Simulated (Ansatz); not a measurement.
The run's input:

```
crystal:
  periodic: [false, false, false]
  atoms:
    - {symbol: C, position_ang: [-1.533942, 0.514958, 1.023930]}
    - {symbol: Al, position_ang: [0.169517, 0.994629, 0.211399]}
    - {symbol: C, position_ang: [1.077393, -0.498086, -0.747026]}
    - {symbol: N, position_ang: [0.627096, -1.682482, -0.854952]}
    - {symbol: O, position_ang: [2.264896, -0.216310, -1.325354]}
    - {symbol: H, position_ang: [-1.414003, -0.301771, 1.744092]}
    - {symbol: H, position_ang: [-2.246250, 0.161983, 0.270068]}
    - {symbol: H, position_ang: [-1.997332, 1.353333, 1.548787]}
    - {symbol: H, position_ang: [0.814908, 2.439473, 0.281198]}
    - {symbol: H, position_ang: [-0.268495, -1.785414, -0.386154]}
    - {symbol: H, position_ang: [2.571514, -1.037314, -1.745490]}
basis:
  gaussian: {orbitals: def2-TZVPP}
hamiltonian: {xc: {name: wB97M-V}}
output: {forces: true, orbitals: {seedname: orbitals}}
```

Command:
```bash
ansatz run in.yaml --threads 4 --pin off --events-out ev --progress --plain --max-ram 10444MiB
```

Kohn-Sham orbital energies near the frontier, ωB97M-V/def2-TZVPP, the Ansatz code 0.2.0, at a PBE0-D4/def2-TZVP geometry (no frequency check), isolated molecule; empty levels in grey, levels within 0.03 eV side by side.

Q: Where do the frontier orbitals lie?

A: HOMO at −9.59 eV, LUMO at −0.04 eV, 9.55 eV apart.

Q: How far below the HOMO does the next level lie?

A: 0.64 eV.

Q: List the levels.

A:
```tsv
orbital	energy (eV)
LUMO+5	3.42
LUMO+4	3.12
LUMO+3	3.02
LUMO+2	2.46
LUMO+1	1.65
LUMO	−0.04
HOMO	−9.59
HOMO−1	−10.23
HOMO−2	−10.67
HOMO−3	−12.25
HOMO−4	−13.40
HOMO−5	−13.73
HOMO−6	−13.84
HOMO−7	−14.19
HOMO−8	−15.10
HOMO−9	−17.26
```

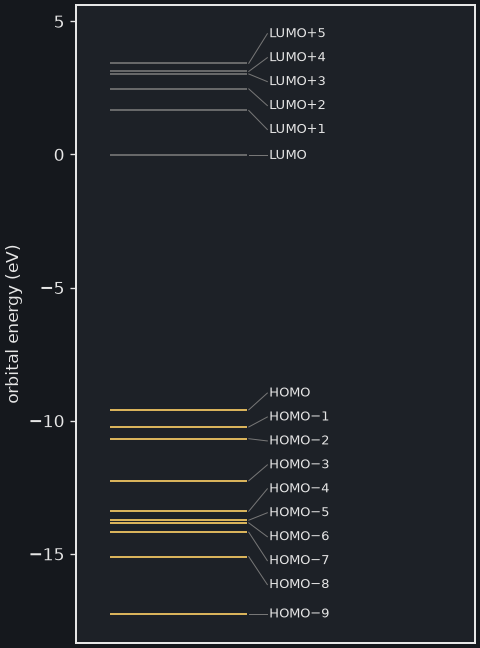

Known limits of this run: one conformer of a flexible molecule; empty levels above zero depend strongly on the basis.
